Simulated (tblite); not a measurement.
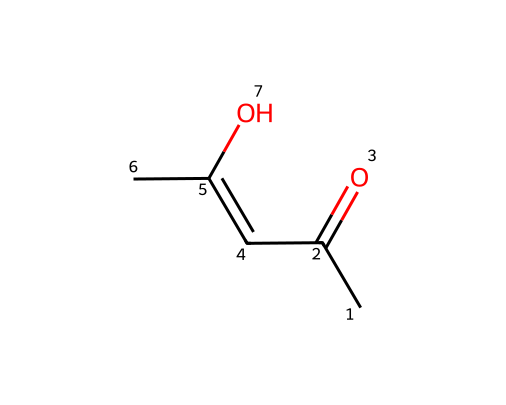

Skeletal drawing with numbered atoms; wedges and dashes mark any stereocentres. The configuration is that of a computed structure (GFN2-xTB).

### What are the Cahn–Ingold–Prelog descriptors?

C4=C5: Z.

### Give a SMILES with the stereochemistry.

CC(=O)/C=C(/C)O
